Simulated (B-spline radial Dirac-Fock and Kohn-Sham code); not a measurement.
Silver in charge state +2 (Ag²⁺) in the configuration [Kr] 4d9. Level of theory: Dirac–Fock ΔSCF energies in intermediate coupling of the two holes, Coulomb rates, valence shells as spectators; calculated with a B-spline radial code.

Predict the main features of the following plot. The Auger multiplet of an L2 hole with both final holes in M23, lines labelled by the leading pair of holes and J, broadened by 0.30 eV full width. Kinetic energies count from the vacuum level; very weak lines are left out. Lines are named by their largest jj component, which in light atoms can differ from the customary names.

The strongest line is L2-M2M3 J=2 at 2.2715 keV (52 % of the multiplet), followed by L2-M2M2 J=0 at 2.2371 keV (24 %), L2-M2M3 J=1 at 2.2774 keV (24 %), L2-M3M3 J=2 at 2.3069 keV (0.47 %). The lines shown span 2.237 keV to 2.307 keV.

The result:

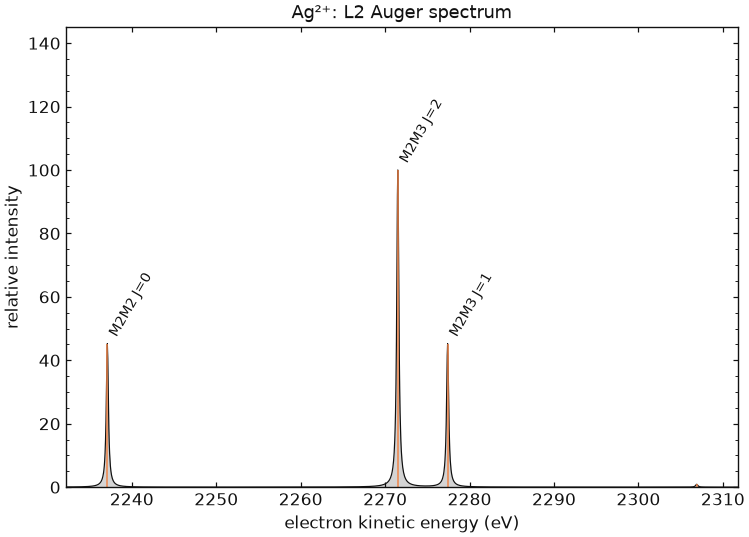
